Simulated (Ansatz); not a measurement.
How far to go with the k-point mesh at a smearing width of 0.05 eV: Bi (R-3m, 2 atoms in the cell)

```
CELL_PARAMETERS angstrom
      4.14499    -2.26363     0.00000
      4.14499     2.26363     0.00000
      2.90880     0.00000     3.72073
ATOMIC_POSITIONS crystal
  Bi 0.23824 0.23824 0.23824
  Bi 0.76600 0.76600 0.76600
```

Computed with PBEsol, default PAW files made with PBE (plane waves; Ansatz, a first-principles code).

Base settings: basis.ecutwfc = 420 eV; kpoints.mp_grid.grid = 9 9 9; hamiltonian.xc = pbesol; hamiltonian.pseudopotentials = {kind: paw} (the program's default PAW files); scf.occupations.method = gaussian; scf.occupations.width = 0.1 eV.

In this ladder: scf.occupations.width = 0.05 eV.

The second cell is the first with its lattice scaled by 0.98.

Only quantities that move along the ladder and can be compared are tabulated.

The count of work is k-points × plane waves × bands × iterations; it is no time. 

The starting cell has typed, rounded lattice constants, without a prior relaxation at this level. Its lattice was rescaled by up to half a per cent. One atom was moved a little off its site on purpose. Ansatz's pressure includes its estimate of the finite-basis (Pulay) stress.

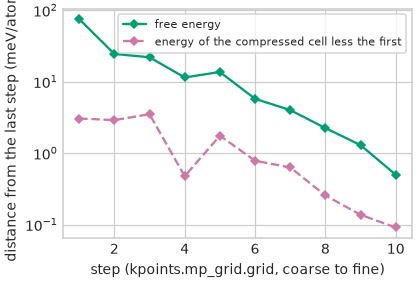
*Distance from the last step along the ladder; very small values are drawn at a floor.*

```tsv
kpoints.mp_grid.grid	free energy less the last step's (meV/atom)	energy of the compressed cell less the first (meV/atom)	pressure (GPa)	largest difference of a force vector from the last step's (eV/Å)	count of work / last
3 3 3	-74.94	10.98	-0.78	0.172	0.0058
4 4 4	-24.38	11.13	-0.70	0.256	0.017
5 5 5	-21.90	10.53	-0.75	0.154	0.018
6 6 6	-11.42	13.55	-0.54	0.118	0.031
7 7 7	-13.64	12.27	-0.62	0.027	0.042
8 8 8	-5.74	13.24	-0.55	0.056	0.063
10 10 10	-4.00	13.39	-0.54	0.016	0.11
12 12 12	-2.24	13.77	-0.51	0.004	0.21
14 14 14	-1.29	13.89	-0.50	0.002	0.32
17 17 17	-0.50	13.93	-0.49	0.004	0.55
21 21 21	0.00	14.02	-0.49	0.000	1.0
```

Coarsest kpoints.mp_grid.grid that holds the forces within 0.02 eV/Å of the last step, with all finer ones: 10 10 10, at 0.11 of the last step's count of work; the step before is off by 0.056 eV/Å.

Coarsest kpoints.mp_grid.grid that holds the free energy within 5 meV/atom of the last step, with all finer ones: 10 10 10, at 0.11 of the last step's count of work; the step before is off by 5.7 meV/atom.

Coarsest kpoints.mp_grid.grid that holds the pressure within 0.1 GPa of the last step, with all finer ones: 8 8 8, at 0.063 of the last step's count of work; the step before is off by 0.14 GPa.

The energy difference between the two cells stays within 1 meV/atom of the last step's from 8 8 8 on, the total only from 17 17 17 on: much of the error is common to both cells and cancels.

Two neighbours can agree and both be off: 3 3 3 and 4 4 4 differ by 0.15 meV/atom in the energy of the compressed cell less the first, yet lie about 2.9 meV/atom from the last step.

Keys are those of Ansatz 0.2.
